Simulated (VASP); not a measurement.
Band structure of RbCaH₃ (space group Pm-3m). These are PBEsol GGA with spin-orbit coupling, VASP's PBE PAW potentials (set 64) (plane waves; VASP 6.6.1) values and carry that method's errors.

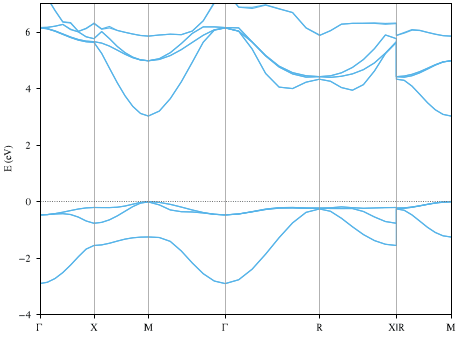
Bands along high-symmetry lines, zero at the valence-band maximum or, without a gap, the Fermi level

### Question
Read the plot: is there a gap, and where are the band edges?

### Answer
The gap is direct, 3.03 eV, from the valence maximum at M to the conduction minimum at M.

The structure comes from a computed database's RbCaH3 entry (Pm-3m); how it stands against other phases isn't given here. It was relaxed first.
